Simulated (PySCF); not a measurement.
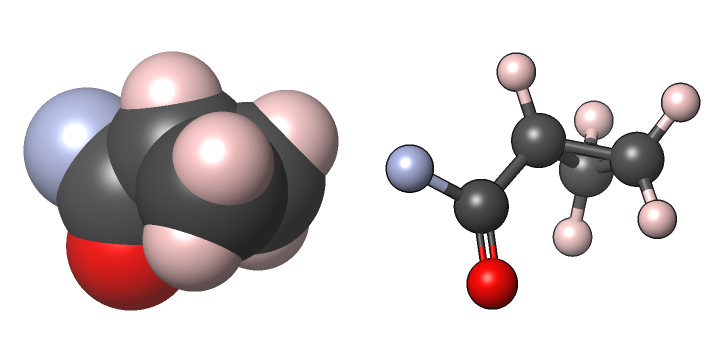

The same structure drawn twice, from different directions. Colours: oxygen red, carbon dark grey, fluorine light blue, hydrogen pink.

The geometry was computed by an optimisation with PBE0-D3(BJ)/def2-SVP. No frequency run is at hand to confirm it as a minimum.

What does the picture show?

It has 11 atoms: 4 carbon, 5 hydrogen, 1 fluorine and 1 oxygen (C₄H₅FO). As SMILES it reads `O=C(F)C1CC1`. Independent rings (smallest set): 1 of 3 members. Among its groups: C–F bond. Coordination, clear cases only: 1 C trigonal planar.

More results for the same structure follow; atom numbers are the same in all pictures, views and colours differ.

**Bond orders**

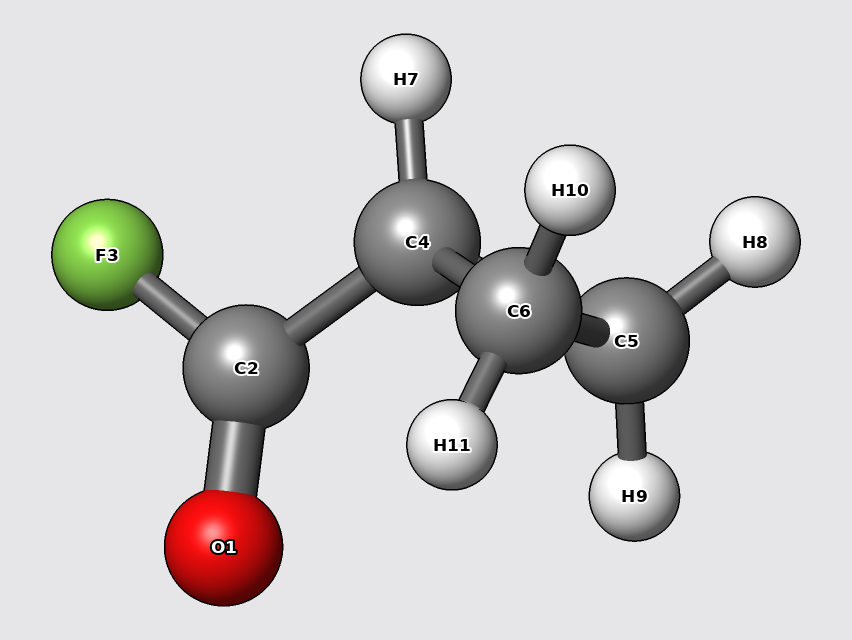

The thickness of each stick grows with its Mayer bond order. No frequency run is at hand to confirm it as a minimum. Level of theory: PBE0/pcSseg-1 in chloroform (IEF-PCM) (PySCF 2.14.0).

List the Mayer bond orders of O1–C2, C2–F3, C2–C4, C4–C5, C4–H7, C5–C6, C5–H8, C5–H9, C6–H10, C6–H11 (one bond of each equivalent set). Atoms whose distances differ by more than 0.02 Å in this geometry are listed apart.

```json
{"bond": "O1–C2", "Mayer order": "2.03", "length (Å)": "1.187"}
{"bond": "C2–F3", "Mayer order": "0.98", "length (Å)": "1.340"}
{"bond": "C2–C4", "Mayer order": "1.00", "length (Å)": "1.474"}
{"bond": "C4–C5", "Mayer order": "0.90", "length (Å)": "1.514"}
{"bond": "C4–H7", "Mayer order": "0.95", "length (Å)": "1.091"}
{"bond": "C5–C6", "Mayer order": "0.99", "length (Å)": "1.481"}
{"bond": "C5–H8", "Mayer order": "0.95", "length (Å)": "1.092"}
{"bond": "C5–H9", "Mayer order": "0.94", "length (Å)": "1.093"}
{"bond": "C6–H10", "Mayer order": "0.95", "length (Å)": "1.092"}
{"bond": "C6–H11", "Mayer order": "0.94", "length (Å)": "1.093"}
```

**Ring current**

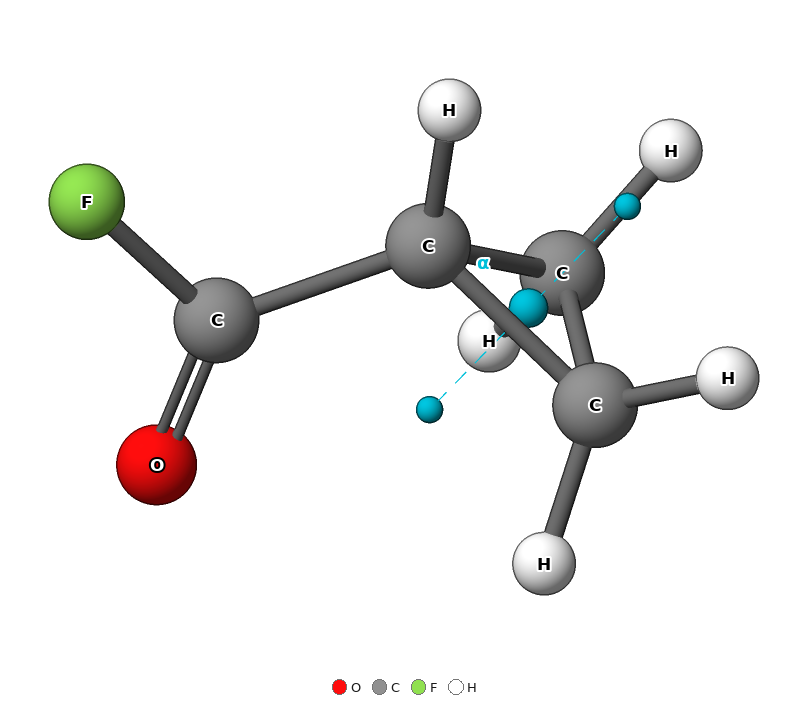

The small points mark where nucleus-independent chemical shifts (NICS) were computed: at the centre of each lettered ring and 1 Å above and below it. No frequency run is at hand to confirm it as a minimum. Properties computed with GIAO WP04/pcSseg-1 NMR shielding, non-relativistic, IEF-PCM chloroform (PySCF 2.14.0).

Give NICS(0), NICS(1) and the out-of-plane component NICS(1)zz for each ring (means of the two sides).

| ring | members | NICS(0) | NICS(1) | NICS(1)zz |
| --- | --- | --- | --- | --- |
| α | C3 | −42.6 | −7.9 | −22.6 |

Values in ppm.

**NMR shielding**

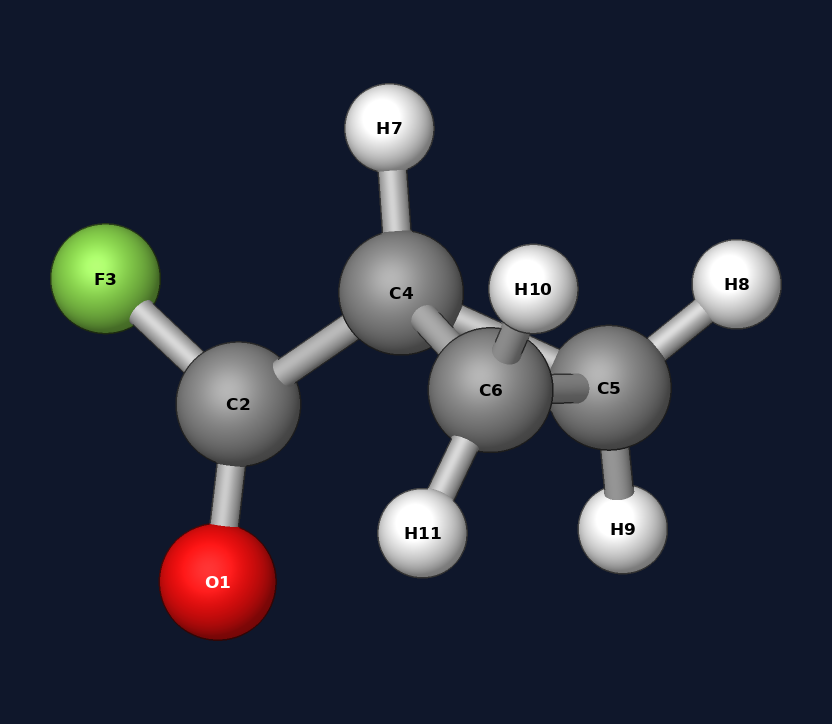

No frequency run is at hand to confirm it as a minimum. Properties computed with GIAO PBE0/pcSseg-1 NMR shielding, non-relativistic, IEF-PCM chloroform (PySCF 2.14.0). Principal shieldings σ11 ≤ σ22 ≤ σ33, span Ω = σ33 − σ11, skew κ = 3(σiso − σ22)/Ω.

Give the shielding tensors of the F atoms.

```
atom     σ11    σ22    σ33   σiso      Ω      κ
  F3  −121.0  206.7  280.8  122.1  401.8  −0.63
```

Shieldings and span in ppm.
